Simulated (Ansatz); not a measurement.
**AlFH₄O₃···H₂: density, localisation and related maps**

```yaml
atoms:
  - { symbol: Al, position_ang: [0.1540, -0.8533, 0.0818] }
  - { symbol: H, position_ang: [-1.8016, 1.8072, 0.2132] }
  - { symbol: O, position_ang: [1.1279, -1.2503, -1.2941] }
  - { symbol: O, position_ang: [-1.5277, -0.6330, -0.1814] }
  - { symbol: H, position_ang: [1.7388, 0.7725, 0.9807] }
  - { symbol: F, position_ang: [0.6430, -1.3801, 1.5938] }
  - { symbol: H, position_ang: [-1.9234, 2.5105, 0.4267] }
  - { symbol: O, position_ang: [1.1766, 0.8372, 0.1881] }
  - { symbol: H, position_ang: [0.7861, -1.8153, -1.9946] }
  - { symbol: H, position_ang: [-2.1266, -0.6663, 0.5735] }
  - { symbol: H, position_ang: [1.7533, 0.6710, -0.5877] }
```

These are results of RKS r2SCAN-D4/6-31G* (Ansatz), not measurements.

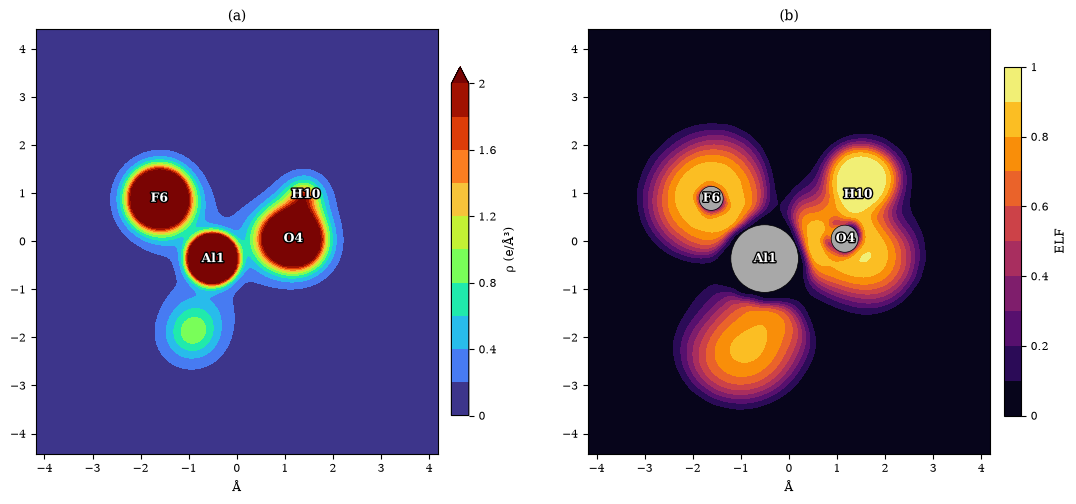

Figure 1. (a) total electron density; (b) ELF on the plane of atoms O4, Al1 and F6. Grey discs cover the atomic cores in the ELF map.

Question: Describe what can be read from this map.

Answer: The section cuts through Al, O, F and H sites. Al–F (1.67 Å): ρ at the midpoint is about 0.8 e/Å³; the ELF peaks at about 0.85 in the valence shell of F, 0.6 Å from its nucleus, and is about 0.30 at the midpoint. Al–O (1.72 Å): ρ is about 0.83 e/Å³ halfway; the ELF peaks at about 0.90 in the valence shell of O, 0.7 Å from its nucleus, and is about 0.45 at the midpoint. O–H (0.96 Å): ρ at the midpoint is about 3.5 e/Å³; the ELF climbs to about 1 towards the hydrogen, as it does in any bond to H: an ordinary covalent bond to hydrogen. The ELF also peaks beside O3, O4 and F6, away from the bonds: lone-pair regions.

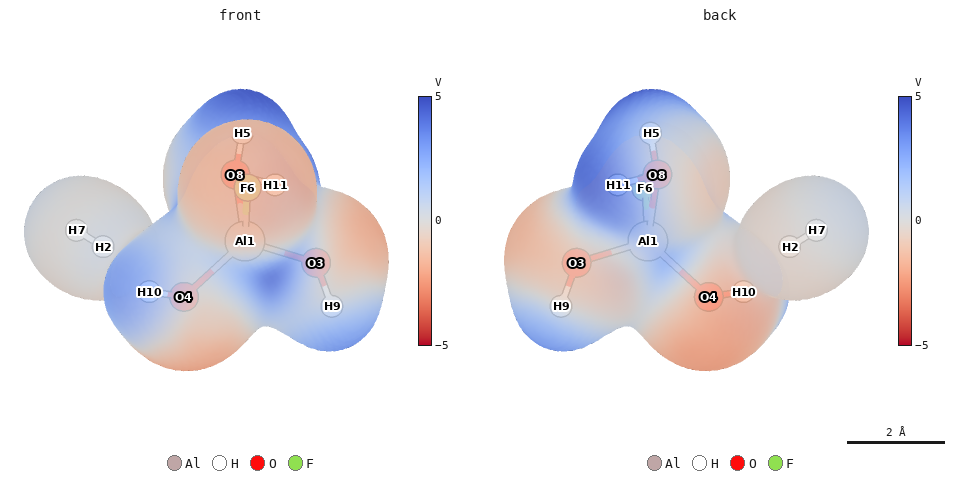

Figure 2. The electrostatic potential painted on the density surface at 0.004 e/bohr³, seen from the front and from behind; the colour scale runs from red (negative) to blue (positive).

Question: Where is the surface potential most negative and most positive?

Answer: The most negative region (about −2.2 V, or −51 kcal/mol for a unit charge) lies over O4, the most positive (about +4.4 V, or +101 kcal/mol for a unit charge) over H5. O4 is the likeliest acceptor of a hydrogen bond.

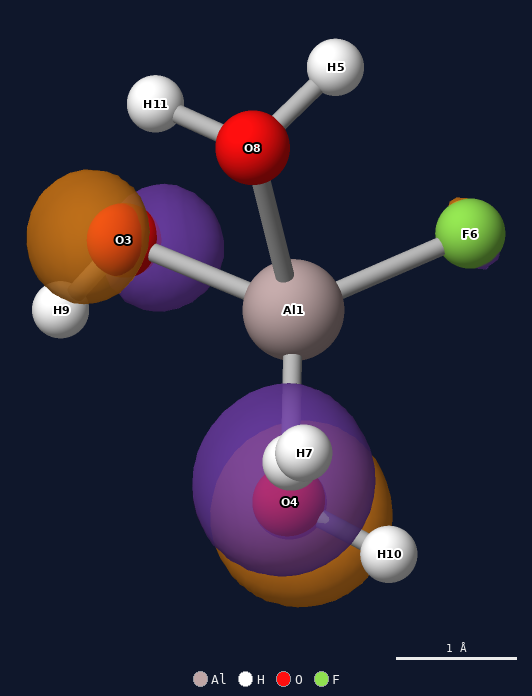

Figure 3. The HOMO at ±0.2 Å⁻³ᐟ² (orange and purple are the two phases), seen at an oblique angle.

Question: What is the character of this orbital?

Answer: Its weight (Hirshfeld) is mainly on O4 (about 65 %) and O3 (about 20 %). Its energy is −6.90 eV.
